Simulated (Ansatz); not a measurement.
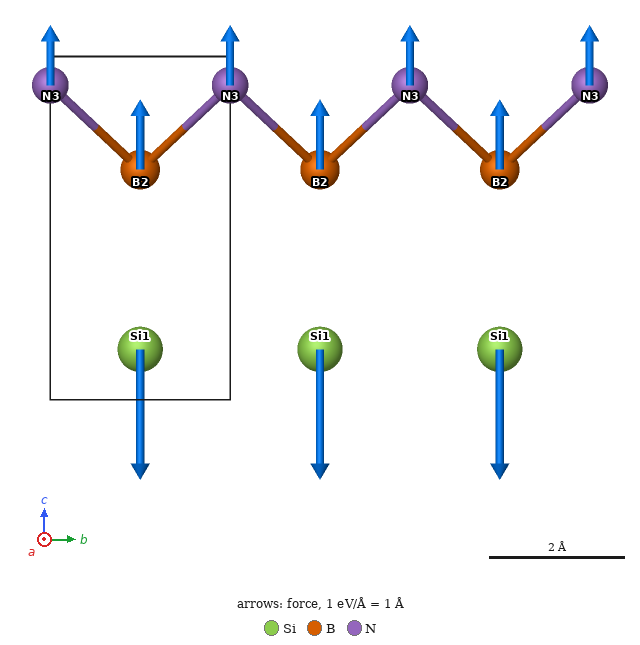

Starting geometry of a crystal of SiBN (a generated structure, set up in P4mm) (coarse preliminary run) with the computed forces as blue arrows. A ball-and-stick model of the cell of the calculation, repeated 1 × 3 × 1 with one cell outlined, seen along the a axis.

The calculation used DFT PBE, scalar-relativistic, plane waves, PAW (Ansatz). (plane-wave cutoff 420 eV; k-point mesh 6 × 6 × 4; occupations gaussian; smearing width 0.1 eV; no spin polarisation; cell and atoms relaxed; force threshold 0.04 eV/Å; at most 70 steps)

Is this structure relaxed? If not, where do the atoms go?

It isn't relaxed: the largest force vector, on Si1, is 1.95 eV/Å. The final displacements follow the starting forces only in part (cosine between the two patterns 0.39). The largest move relative to the cell is that of N3, 0.67 Å along +c. By element the largest moves are N 0.67 Å, B 0.38 Å, Si 0.29 Å. The volume changes by −19.7 %, with a = b 2.680 → 2.670 Å (−0.4 %), c 5.120 → 4.141 Å (−19.1 %). Near-neighbour distances that change, for instance: Si1–B2 2.679 → 2.071 Å, B2–N3 2.275 → 2.802 Å, Si1–B2 (another image) 2.442 → 2.071 Å, Si1–N3 2.234 → 1.888 Å. New bonds form: Si1–B2 (2.68 → 2.07 Å). Bond angles that change, for instance: N3–Si1–N3 116.0° → 180.0°, Si1–N3–Si1 116.0° → 180.0°, B2–Si1–N3 58.0° → 90.0°. The space group (tolerance 0.01 Å) goes from P4mm (No. 99) to P4/mmm (No. 123). After 10 accepted moves (11 points after the start) the energy has fallen by 3.161 eV per cell of the calculation. The largest force component goes from 1.9 to 0.00092 eV/Å. Pressure: −16.40 GPa at the start and −0.28 GPa at the end. At 1 point the geometry stayed and the basis and grid were re-selected for the new cell (energy shift of 4.2 meV per cell of the calculation at most each time). The run took 19 s on 1 thread of Arm Neoverse V2, with other jobs on the host, peak memory 0.29 GiB.

Limits of the set-up: the k-point mesh is coarse for a cell with partly filled bands.
